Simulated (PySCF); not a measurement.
The calculation's input:

```
{"job": {"kind": "nmr", "xc": "PBE0", "basis": "pcSseg-1"}, "charge": 0, "multiplicity": 1}
C     -2.141870    -1.503994    -0.822885
N     -1.240301    -0.446283    -0.415664
Si    -1.955915     1.136851    -0.383167
Si     0.243920    -0.997920     0.295503
Si     1.718676     0.729069     0.606632
N      3.207295    -0.010023     1.064826
C      1.935311     1.765708    -0.949397
N      2.080412     2.360958    -1.919171
H     -1.583324    -2.334732    -1.252552
H     -2.716402    -1.885713     0.026032
H     -2.845067    -1.139880    -1.570618
H     -3.068662     1.171630     0.577169
H     -2.471929     1.401345    -1.728043
H     -0.900386     2.060906     0.014961
H      0.749741    -2.034311    -0.630728
H     -0.046794    -1.715996     1.554873
H      1.509752     1.757833     1.635782
H      3.505420    -0.866761     0.628802
H      4.010319     0.560563     1.275348
```

Command:

```sh
OMP_NUM_THREADS=1 python probes_run.py task.json out
```

Geometry: GFN2-xTB.

All numbers below come from PBE0/pcSseg-1, SCF density, gas phase, non-relativistic (PySCF 2.14.0).

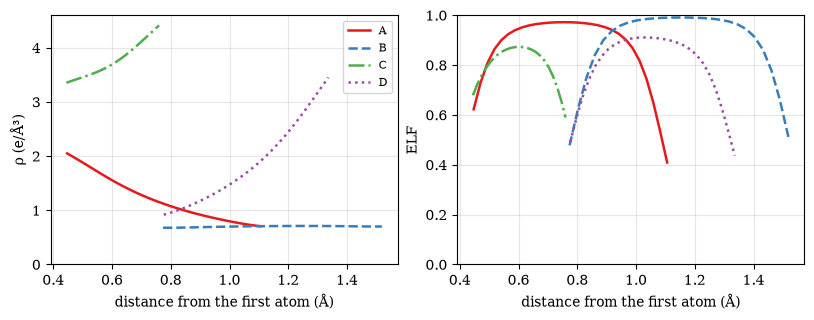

C2H11N3Si3. Electron density and electron localisation function along straight lines between neighbouring atoms. The curves leave out the atomic cores.

Which curve belongs to which contact (C–N, C–Si, Si–N and Si–Si)? The first atom named is at distance zero.

Answer. Curve A: C–Si (1.88 Å): ρ at the midpoint is about 0.87 e/Å³; the ELF peaks at about 1 between the atoms, as expected for a shared electron pair. Curve B: Si–Si (2.29 Å): the density is about 0.71 e/Å³ at the midpoint; the ELF peaks at about 1 between the atoms, as expected for a covalent bond. Curve C: C–N (1.15 Å): ρ is about 3.6 e/Å³ halfway; the ELF peaks at about 0.85 between the atoms; a short, multiple covalent bond. Curve D: Si–N (1.72 Å): ρ is about 1.1 e/Å³ halfway; the ELF peaks at about 0.90 between the atoms, as expected for a shared but strongly polarised pair.
